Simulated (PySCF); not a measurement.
# MP2/6-311+G(d,p) run of CH6N2Si2 (SMILES N#C[SiH2][SiH2]N)

Aim: the vertical singlet–triplet gap of CH6N2Si2 at MP2/6-311+G**, from 2 runs. The job is set up through a Python script.

The calculation is run with PySCF 2.14.0.

**1. The molecule**

CH6N2Si2 has 11 atoms, charge 0, and is taken as a singlet. SMILES: `N#C[SiH2][SiH2]N`. The shape is that of a GFN2-xTB optimisation. This is one conformer, not always the lowest.

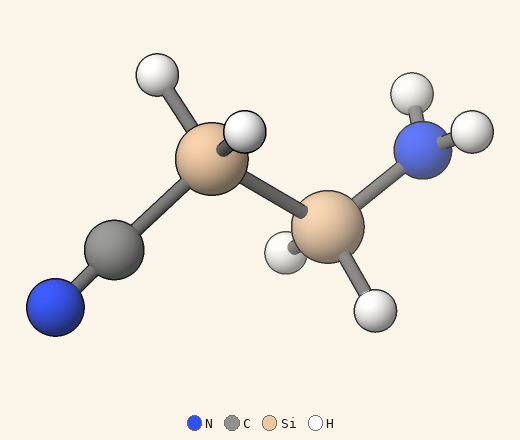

Viewed from a chosen angle; nitrogen blue, carbon grey, silicon light orange, hydrogen white.

**2. A single-point energy at MP2/6-311+G(d,p)**

input.py reads:

```python
from pyscf import gto, mp

system = gto.M(
    atom='''
N     -6.737082     1.381522     1.483832
C     -4.618245     1.675790     1.139014
Si    -1.159989     2.064998     0.574741
Si     0.612781    -1.822527    -0.433276
N      3.821744    -1.739814    -1.003463
H     -0.278489     3.260458     2.926316
H     -1.063972     4.029879    -1.390253
H     -0.450492    -2.848743    -2.775573
H      0.352585    -3.624381     1.654077
H      4.485756    -0.952535    -2.601624
H      5.035402    -1.424665     0.426190
''',
    basis='6-311+g**',
    verbose=3,
    max_memory=1860,
    unit='bohr',
    spin=0,
)

calc0 = system.RHF()
calc0.conv_tol = 1e-10
calc0.kernel()
if not calc0.converged:
    calc0 = calc0.newton().run(calc0.mo_coeff, calc0.mo_occ)

pt = mp.MP2(calc0, frozen=13).run()
e_final = pt.e_tot
print('E(%s) = %.9f' % ('MP2', e_final))
```

The run is started by

```sh
$ OMP_NUM_THREADS=1 python input.py
```

Log:

```text
converged SCF energy = -728.201939679364
E(RMP2) = -728.87985393627  E_corr = -0.677914256906731
E(SCS-RMP2) = -728.87918816613  E_corr = -0.677248486766499
E(MP2) = -728.879853936
```

Run time: 14 s. Hardware: 1 thread of Arm Neoverse V1, shared host; peak memory 0.98 GiB.

**3. The triplet**

job.py reads:

```python
from pyscf import gto, scf, mp

system = gto.Mole()
system.atom = '''
N       -3.565110       0.731070       0.785210
C       -2.443870       0.886790       0.602740
Si      -0.613840       1.092750       0.304140
Si       0.324270      -0.964440      -0.229280
N        2.022380      -0.920670      -0.531010
H       -0.147370       1.725360       1.548540
H       -0.563030       2.132520      -0.735690
H       -0.238390      -1.507490      -1.468770
H        0.186580      -1.917940       0.875300
H        2.373760      -0.504060      -1.376720
H        2.664620      -0.753900       0.225530
'''
system.max_memory = 1860
system.verbose = 3
system.basis = '6-311+g**'
system.spin = 2
system.build()

mf = scf.UHF(system)
mf.conv_tol = 1e-10
mf.kernel()
if not mf.converged:
    mf = mf.newton().run(mf.mo_coeff, mf.mo_occ)

pt = mp.MP2(mf, frozen=13).run()
e_final = pt.e_tot
print('E = %.10f Eh' % e_final)
```

The run is started by

```sh
$ OMP_NUM_THREADS=1 python job.py
```

Log:

```text
WARN: HOMO 0.0178940793053806 >= LUMO -0.254944400102303

WARN: HOMO -0.17921867545482 >= LUMO -0.204882896416052

converged SCF energy = -728.022876904099  <S^2> = 2.0141428  2S+1 = 3.0094137
E(UMP2) = -728.675006516219  E_corr = -0.652129612119216
E(SCS-UMP2) = -728.671839402964  E_corr = -0.648962498864349
E = -728.6750065162 Eh
```

Wall time 72 s (1 thread of Arm Neoverse V1, shared host); peak memory 1.5 GiB.

**4. Outcome**

Level: MP2/6-311+G**, 13 core orbitals frozen.

| quantity | value |
| --- | --- |
| singlet: total energy | -728.87985 Eh |
| singlet: dipole moment (Hartree–Fock density) | 5.02 D |
| singlet: HOMO energy (Hartree–Fock orbitals) | -10.71 eV |
| singlet: LUMO energy (Hartree–Fock orbitals) | 1.16 eV |
| singlet: HOMO–LUMO gap (Hartree–Fock orbitals) | 11.87 eV |
| singlet: correlation energy (13 core orbitals frozen) | -677.9 mEh |
| triplet: total energy | -728.67501 Eh |
| triplet: dipole moment (Hartree–Fock density) | 4.69 D |
| triplet: HOMO energy (Hartree–Fock orbitals) (highest over α and β) | -4.23 eV |
| triplet: LUMO energy (Hartree–Fock orbitals) (lowest over α and β) | -1.61 eV |
| triplet: correlation energy (13 core orbitals frozen) | -652.1 mEh |
| triplet: ⟨S²⟩ of the reference determinant | 2.014 |
| vertical energy of the triplet above the singlet | 5.574 eV |

At this shape the triplet lies 5.57 eV (129 kcal/mol) above the singlet.
